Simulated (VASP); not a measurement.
Energy against volume of CaF₂ (fluorite). Level of theory: revTPSS meta-GGA, VASP's PBE PAW potentials (set 64) (plane waves; VASP).

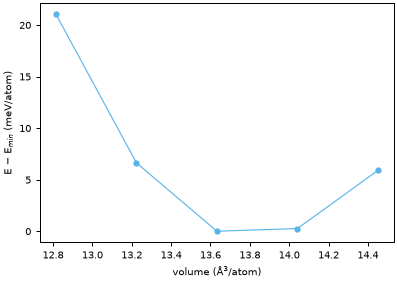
Fig. 1. Energy against volume

Problem. Estimate the equilibrium volume and the bulk modulus.

Solution. The minimum lies near 13.8 Å³/atom, and the curvature gives B0 of about 81 GPa.

Measured: bulk modulus 83.0 GPa (computed value off by -2.7 %), as given by On the Morphology of Group II Metal Fluoride Nanocrystals at Finite Temperature and Partial Pressure of HF, PMC6154342; a 5.466 Å (computed value off by +0.5 %), as given by M. Råsander et al., The Journal of Chemical Physics (2015), arXiv:1505.02379. The calculation is for a static lattice, while the measured bulk modulus, a hold thermal and zero-point effects, which are part of the difference.

The compound is CaF2 in the fluorite structure. It was relaxed first.
